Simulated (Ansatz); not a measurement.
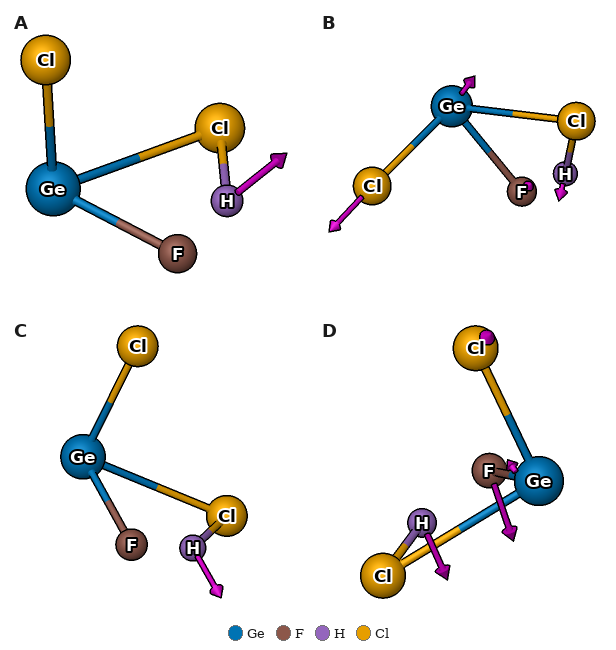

4 normal modes of one molecule or complex, as arrows. Harmonic vibrations computed with RKS PBE0-D4/def2-TZVP (Ansatz 0.2.0) at a stationary point of the same level. It is a saddle point of order 1.

### Match the panels to the wavenumbers 172 cm⁻¹, 403 cm⁻¹, 749 cm⁻¹, 1467 cm⁻¹.

A: 749 cm⁻¹
B: 403 cm⁻¹
C: 1467 cm⁻¹
D: 172 cm⁻¹
